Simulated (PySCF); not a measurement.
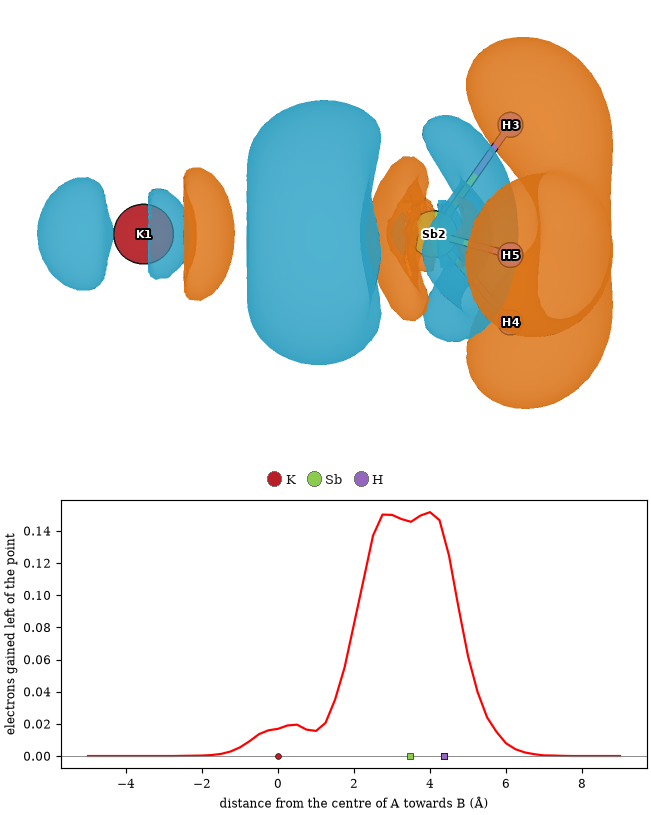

Figure. H3KSb, charge +1, SMILES `[K+].[SbH3]`. Density of the complex less the densities of the two fragments at the same geometry, ±0.004 e/Å³ (light blue: gain, orange: loss). Fragment A: K(+1) (atom 1); fragment B: SbH3. Below: the charge-displacement curve along the line of centres (A on the left).

Level of theory: CAM-B3LYP/def2-SVPD (PySCF), at a geometry from GFN2-xTB. Core potentials replace the inner electrons of Sb; spin–orbit coupling isn't included. GFN2-xTB bond lengths at metals and heavier atoms can be off by up to 0.1 Å and shapes distorted, which carries into these values.

The calculation's input:

```python
import numpy as np
from pyscf import gto, scf, dft
from pyscf.scf import atom_ks, atom_hf
from scipy.linalg import block_diag
from pyscf.dispersion import dftd3

def solve(mol, dm0=None, hcore=None):
    mf = (dft.UKS if mol.spin else dft.RKS)(mol, xc='camb3lyp')
    mf.grids.level = 3
    mf = mf.density_fit(auxbasis='def2-universal-jkfit')
    mf.conv_tol, mf.max_cycle = 1e-8, 80
    if hcore is not None:
        mf.get_hcore = lambda *args: hcore
    mf.kernel(dm0)
    if not mf.converged:
        mf = mf.newton().run(mf.mo_coeff, mf.mo_occ, max_cycle=30)
    assert mf.converged, 'SCF not converged'
    return mf

mol = gto.M(atom='''
K     -2.59851     0.00000     0.00000
Sb     0.86361     0.00000     0.00000
H      1.77580    -0.94122     1.01407
H      1.77579     1.34885     0.30810
H      1.77580    -0.40757    -1.32217
''', basis='def2-svpd', ecp={'Sb': 'def2-svpd'}, charge=1, spin=0, verbose=4)
mol_a = gto.M(atom='''
K     -2.59851     0.00000     0.00000
ghost-Sb     0.86361     0.00000     0.00000
ghost-H      1.77580    -0.94122     1.01407
ghost-H      1.77579     1.34885     0.30810
ghost-H      1.77580    -0.40757    -1.32217
''', basis='def2-svpd', charge=1, spin=0, verbose=4)
mol_b = gto.M(atom='''
ghost-K     -2.59851     0.00000     0.00000
Sb     0.86361     0.00000     0.00000
H      1.77580    -0.94122     1.01407
H      1.77579     1.34885     0.30810
H      1.77580    -0.40757    -1.32217
''', basis='def2-svpd', ecp={'Sb': 'def2-svpd'}, charge=0, spin=0, verbose=4)
ab, a, b = solve(mol), solve(mol_a), solve(mol_b)
e_int = ab.e_tot - a.e_tot - b.e_tot
print('counterpoise-corrected interaction energy / kcal/mol', e_int * 627.5095)
def disp(atoms, charge):
    m = gto.M(atom=atoms, charge=charge, basis='sto-3g', spin=None, unit='Bohr', verbose=0)
    return dftd3.DFTD3Dispersion(m, xc='camb3lyp', version='d3bj').get_dispersion()['energy']
e_disp = disp(mol._atom, mol.charge) - disp(mol._atom[:1], mol_a.charge) - disp(mol._atom[1:], mol_b.charge)
print('D3(BJ) part / kcal/mol', e_disp * 627.5095)
# spherically averaged free atoms, for the promolecule
atom_ks.AtomSphAverageRKS.init_guess_by_vsap = lambda self, mol=None: self.init_guess_by_minao(mol)  # core potentials
atm = atom_ks.get_atm_nrks(mol, xc='camb3lyp')
pro = block_diag(*[(atm[a[0]][2] * atm[a[0]][3]) @ atm[a[0]][2].T for a in mol._atom])
np.savez('result.npz', e_int=e_int, e_disp=e_disp, dm_a=a.make_rdm1(), dm_b=b.make_rdm1(), c=ab.mo_coeff, occ=ab.mo_occ, eps=ab.mo_energy, pro=pro, d=[f.dip_moment(verbose=0) for f in (ab, a, b)])
```

Launched as:

```sh
OMP_NUM_THREADS=1 python input.py
```

The run took 11 s on 1 thread of Arm Neoverse V2 (shared host), peak memory 0.41 GiB.

Partitions, critical points and surface values were worked out afterwards from this run's density.

Which way does charge flow?

Answer. Hirshfeld charges show 0.046 e passing from B to A. By Hirshfeld charges, electrons gather most on Sb2 (−0.071 e) and leave H3, H4 and H5 alike most (+0.039 e); 0.19 e is displaced in all.

What is the interaction energy, and which contacts carry it?

Answer. The counterpoise-corrected interaction energy of the frozen fragments is −7.5 kcal/mol without dispersion correction and −8.6 kcal/mol with D3(BJ). D3 uses neutral-atom coefficients and tends to overbind metal cations. The pair geometry is semi-empirical, not a minimum at this level. Contacts: K1···Sb2, 3.46 Å, ρ = 0.012 a.u. The pose is a local one from a semi-empirical search, not shown to be the most stable.
